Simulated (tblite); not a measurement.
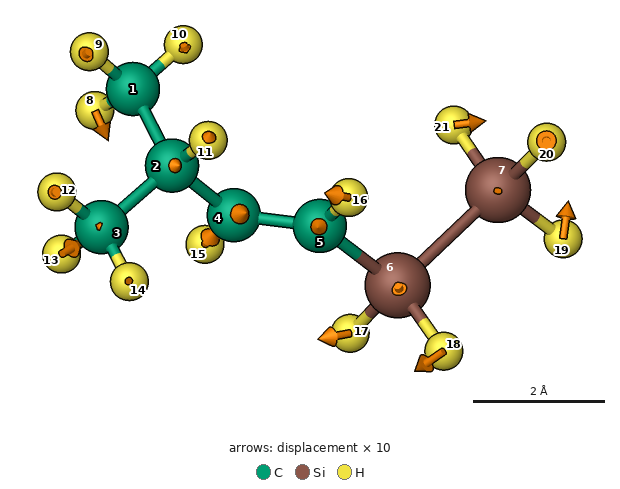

A relaxation of C5H14Si2. The starting structure is drawn; orange arrows show the displacements, 10 times their true length. The two geometries are superimposed by the best rigid fit.

The picture is a ball-and-stick view, seen at a tilt.

Computed with tblite 0.8.0, GFN2-xTB geometry optimisation, gas phase. 

### What happened in the run?

H18 moves most after the best rigid fit: 0.066 Å. Largest moves by element: H 0.066 Å, C 0.053 Å, Si 0.028 Å. Near-neighbour distances that change, for instance: C5–Si6 1.835 → 1.879 Å, C4–C5 1.351 → 1.326 Å, Si6–H18 1.491 → 1.473 Å, C3–H12 1.106 → 1.088 Å. Among the angles between lasting bonds that change: Si7–Si6–H17 110.2° → 113.2°, Si6–C5–H16 114.0° → 116.9°, C4–C5–H16 120.3° → 117.7°. After 35 geometry steps the energy has fallen by 10.1 kJ/mol.
